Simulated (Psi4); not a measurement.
# wB97M-V/def2-SVP (sweep point 2) run of BPH4 (SMILES BP)

What is the vertical electron affinity of BPH4 at wB97M-V/def2-SVP (sweep point 2)? Input form: a Python script.

The calculation is run with Psi4 1.11.

### Step 1. The structure to begin with

The species is BPH4 (6 atoms), meant as a singlet with charge 0. As SMILES, `BP`. The coordinates come from a GFN2-xTB relaxation.

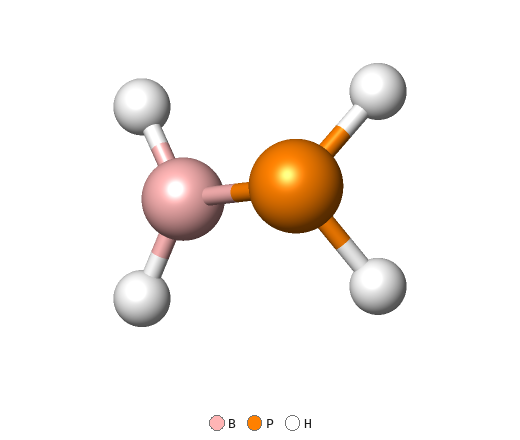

The structure, seen from a chosen angle (boron pink, phosphorus orange, hydrogen white).

### Step 2. The energy at wB97M-V/def2-SVP (sweep point 2)

The input, calc.py:

```python
import psi4

psi4.set_memory(1600000000)
psi4.set_num_threads(1)
psi4.core.set_output_file('bh4p.out', False)

m = psi4.geometry("""
0 1
B      0.00502667    -1.64020669     0.22465064
P      0.71571487     1.75512093     0.49062959
H     -1.46918647    -2.55337904     1.59290684
H      1.24576415    -2.91182229    -1.08834997
H      1.13215382     2.49264324    -1.97234495
H     -1.62945415     2.85764385     0.75250784
units au
symmetry c1
""")

psi4.set_options({
    'reference': 'rks',
    'puream': True,
    'scf_type': 'pk',
    'dft_radial_points': 99,
    'dft_spherical_points': 590,
})

E = psi4.energy('wb97m-v/def2-SVP')
print(f'total energy {E:.8f} hartree = {E * 27.211386:.5f} eV')
```

On the command line:

```
$ python calc.py
```

bh4p.out:

```text
[...]
  Running in c1 symmetry.
[...]
  Nuclear repulsion =   46.914828271215498
[...]
  Multiplicity = 1
[...]
  Nalpha       = 12
  Nbeta        = 12
[...]
    Number of basis functions: 52
[...]
   @RKS iter   1:  -368.33893482743599   -4.55816e-01   4.44949e-03 ADIIS/DIIS
[...]
   @RKS iter   8:  -368.38894947162203   -3.93686e-08   5.66511e-07 DIIS
[...]
    Orbital Energies [Eh]
    ---------------------
    Doubly Occupied:
       1A    -77.343763     2A     -6.924820     3A     -6.714956
       4A     -4.832388     5A     -4.830862     6A     -4.828554
       7A     -0.772738     8A     -0.597764     9A     -0.510184
      10A     -0.442536    11A     -0.438340    12A     -0.354500
[...]
  @RKS Final Energy:  -368.38894947162203
   => Energetics <=
    Nuclear Repulsion Energy =             46.9148282712154980
    One-Electron Energy =                -600.0647896345078607
    Two-Electron Energy =                 206.1024300079874649
    DFT Exchange-Correlation Energy =     -21.4402529544759197
    Empirical Dispersion Energy =           0.0000000000000000
    VV10 Nonlocal Energy =                  0.0988348381587858
    Total Energy =                       -368.3889494716220838
[...]
 Multipole Moments:
 ------------------------------------------------------------------------------------
     Multipole            Electronic (a.u.)      Nuclear  (a.u.)        Total (a.u.)
 ------------------------------------------------------------------------------------
 L = 1.  Multiply by 2.5417464519 to convert [e a0] to [Debye]
 Dipole X            :          0.9947451           -1.1723780           -0.1776329
 Dipole Y            :          1.0126658           -0.8646373            0.1480285
 Dipole Z            :          0.8731259           -1.0727861           -0.1996602
 Magnitude           :                                                    0.3054997
[...]
```

On the terminal:

```text
total energy -368.38894947 hartree = -10024.37390 eV
```

Wall time 47 s (1 thread of AMD EPYC 9R14 (Zen 4), shared host); peak memory 0.83 GiB.

### Step 3. The doublet anion

The input, bh4p.py:

```python
import psi4

psi4.set_memory(1600000000)
psi4.set_num_threads(1)
psi4.core.set_output_file('run.log', False)

mol = psi4.geometry("""
-1 2
B      0.00502667    -1.64020669     0.22465064
P      0.71571487     1.75512093     0.49062959
H     -1.46918647    -2.55337904     1.59290684
H      1.24576415    -2.91182229    -1.08834997
H      1.13215382     2.49264324    -1.97234495
H     -1.62945415     2.85764385     0.75250784
units bohr
symmetry c1
""")

psi4.set_options({
    'basis': 'def2-SVP',
    'reference': 'uks',
    'puream': True,
    'scf_type': 'pk',
    'dft_radial_points': 99,
    'dft_spherical_points': 590,
    'maxiter': 150,
})

e_tot = psi4.energy('wb97m-v')
print('E =', round(e_tot, 9))
```

On the command line:

```
$ python bh4p.py
```

run.log:

```text
[...]
  Running in c1 symmetry.
[...]
  Nuclear repulsion =   46.914828271215498
[...]
  Multiplicity = 2
[...]
  Nalpha       = 13
  Nbeta        = 12
[...]
    Number of basis functions: 52
[...]
   @UKS iter   1:  -368.20544399000016   -3.22326e-01   8.36508e-03 DIIS/ADIIS
[...]
   @UKS iter   9:  -368.36824015262727   -3.62858e-08   4.63055e-07 DIIS
[...]
   @S^2 Observed:                7.524902604E-01
[...]
    Orbital Energies [Eh]
    ---------------------
    Alpha Occupied:
       1A    -77.111488     2A     -6.625828     3A     -6.480553
       4A     -4.599040     5A     -4.596895     6A     -4.592811
       7A     -0.539950     8A     -0.351156     9A     -0.285915
      10A     -0.202604    11A     -0.189528    12A     -0.131395
      13A      0.029508
    Alpha Virtual:
      14A      0.332059    15A      0.333303    16A      0.428827
      17A      0.437840    18A      0.455768    19A      0.498845
      20A      0.548776    21A      0.556022    22A      0.619864
      23A      0.647421    24A      0.689071    25A      0.746022
[...]
  @UKS Final Energy:  -368.36824015262727
   => Energetics <=
    Nuclear Repulsion Energy =             46.9148282712154980
    One-Electron Energy =                -605.8342916130787899
    Two-Electron Energy =                 211.9936269434204803
    DFT Exchange-Correlation Energy =     -21.5436814639834324
    Empirical Dispersion Energy =           0.0000000000000000
    VV10 Nonlocal Energy =                  0.1012777097990514
    Total Energy =                       -368.3682401526272088
[...]
 Multipole Moments:
 ------------------------------------------------------------------------------------
     Multipole            Electronic (a.u.)      Nuclear  (a.u.)        Total (a.u.)
 ------------------------------------------------------------------------------------
 L = 1.  Multiply by 2.5417464519 to convert [e a0] to [Debye]
 Dipole X            :          1.3303005           -1.1723780            0.1579225
 Dipole Y            :          2.2888420           -0.8646373            1.4242047
 Dipole Z            :          1.0423193           -1.0727861           -0.0304668
 Magnitude           :                                                    1.4332574
[...]
```

On the terminal:

```text
E = -368.368240153
```

Wall time 58 s (1 thread of AMD EPYC 9R14 (Zen 4), shared host); peak memory 0.83 GiB.

### Step 4. What came out

Level: wB97M-V/def2-SVP (sweep point 2).

| quantity | value |
| --- | --- |
| singlet BPH4: total energy | -368.38895 Eh |
| singlet BPH4: dipole moment | 0.78 D |
| singlet BPH4: HOMO energy | -9.65 eV |
| singlet BPH4: LUMO energy | 0.38 eV |
| singlet BPH4: HOMO–LUMO gap | 10.02 eV |
| doublet anion: total energy | -368.36824 Eh |
| doublet anion: HOMO energy (highest over α and β) | 0.80 eV |
| doublet anion: LUMO energy (lowest over α and β) | 7.63 eV |
| doublet anion: ⟨S²⟩ | 0.752 |
| vertical electron affinity (to the doublet anion) | -0.564 eV |

**Reading.** The anion lies 0.56 eV (54.4 kJ/mol) above the neutral: the electron isn't bound at this level, and such a value depends on the basis. Without diffuse functions anions come out too high. The HOMO (doublet anion) lies at positive energy, 0.80 eV; only total energies tell whether the electron is bound.
